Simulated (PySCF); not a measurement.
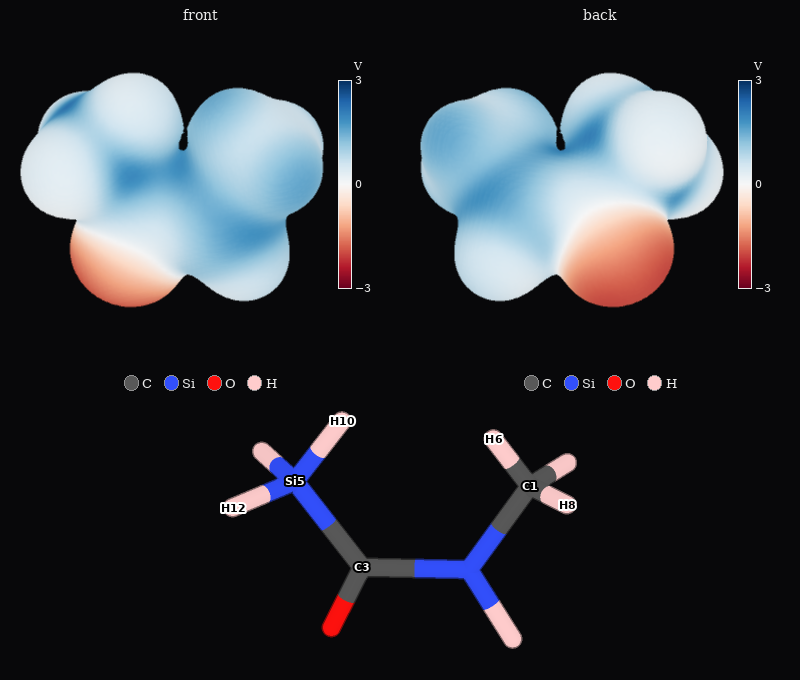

The picture shows: C2H7OSi2 (SMILES C[SiH]C(=O)[SiH3]) (doublet). The electrostatic potential painted on the density surface at 0.004 e/bohr³, seen from the front and from behind; red is negative and blue positive. The bare structure is drawn below in the same view.

Geometry: GFN2-xTB.

Method: UKS B3LYP, pcH-1 on C H O Si, non-relativistic, mean-field spin-orbit, GIAO in PySCF.

```yaml
atoms:
  - { symbol: C, position_ang: [-2.0406, -0.0825, 0.5714] }
  - { symbol: Si, position_ang: [-0.7765, 1.1052, -0.1865] }
  - { symbol: C, position_ang: [1.0280, 0.7321, -0.4134] }
  - { symbol: O, position_ang: [1.7167, 1.6283, -0.9469] }
  - { symbol: Si, position_ang: [1.9185, -0.8944, 0.0826] }
  - { symbol: H, position_ang: [-1.5583, -0.9631, 0.9849] }
  - { symbol: H, position_ang: [-2.7610, -0.4173, -0.1707] }
  - { symbol: H, position_ang: [-2.5988, 0.3976, 1.3708] }
  - { symbol: H, position_ang: [-1.3160, 2.3827, -0.6350] }
  - { symbol: H, position_ang: [0.9549, -1.7298, 0.8100] }
  - { symbol: H, position_ang: [2.3676, -1.5834, -1.1273] }
  - { symbol: H, position_ang: [3.0667, -0.5761, 0.9282] }
```

**Describe the electrostatic potential map.**

The most negative region (about −1.9 V) lies over O4, the most positive (about +2.0 V) over Si2 and Si5. O4 is the likeliest acceptor of a hydrogen bond.
